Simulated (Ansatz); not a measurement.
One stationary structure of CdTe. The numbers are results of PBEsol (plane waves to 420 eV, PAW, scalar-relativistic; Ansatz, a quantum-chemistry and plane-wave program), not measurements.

F-43m (No. 216), cF8, zinc blende type; a = b = c = 6.4889 Å, α = β = γ = 90.00°.

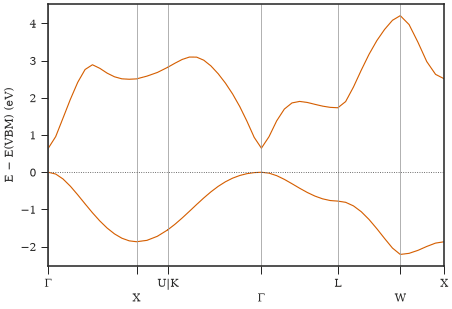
Figure: Highest filled and lowest empty band along the path of this cell's Brillouin zone

Problem. Read off the gap and say whether it is direct.

Solution. 0.65 eV, direct at Γ (no spin-orbit coupling).

Problem. How far does the top valence band disperse along this path?

Solution. About 2.2 eV.

No spin polarisation in the result. Spin-orbit coupling is missing; with elements this heavy it can move band edges by tenths of an eV or more.

Measured for CdTe: a 6.48 Å (room temperature; as listed in M J Lucero, T M Henderson, G E Scuseria, Journal of Physics Condensed Matter (2012)); gap 1.6 eV (0 K or low temperature; as listed in arXiv:1206.3780). Computed minus measured — a: PBEsol +0.1 %; gap: PBEsol -0.95 eV. The computed values are for a static lattice, and a measured gap can be an optical one, lowered by exciton binding.

The run could not lose the symmetry of its start; a randomly shaken copy of 2 atoms returns to this structure.

All atoms sit on sites fixed by symmetry, so only the cell could relax.
